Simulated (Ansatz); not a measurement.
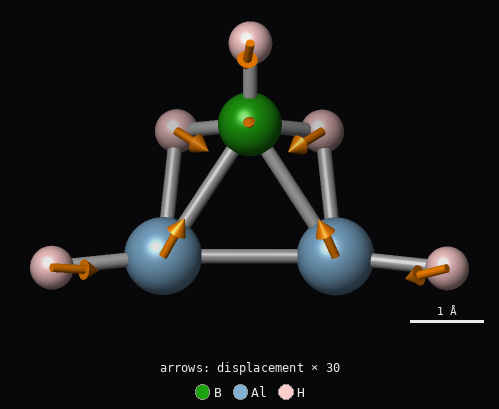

A relaxation of Al₂BH₅. The starting structure is drawn; orange arrows show the displacements, 30 times their true length. The two geometries are superimposed by the best rigid fit.

The picture is a ball-and-stick view, seen face on.

It is one of the separated reactants of a reaction.

Level of theory: RKS PBE0-D4/def2-TZVP (Ansatz). Settings: force threshold 0.005 eV/Å; at most 200 steps.

Describe the change and its energy.

The largest move after the best rigid fit is that of an H atom, 0.025 Å. Largest moves by element: H 0.025 Å, Al 0.021 Å, B 0.005 Å. Some distances before and after: Al–H 1.849 → 1.823 Å, B–H 1.217 → 1.195 Å, Al–B 2.171 → 2.153 Å, Al–Al 2.368 → 2.350 Å. The energy falls by 0.018 eV in 3 geometry steps. The largest force component goes from 0.35 to 0.0047 eV/Å. The run took 8.5 s on 2 threads of Intel Xeon Platinum 8488C (shared host).
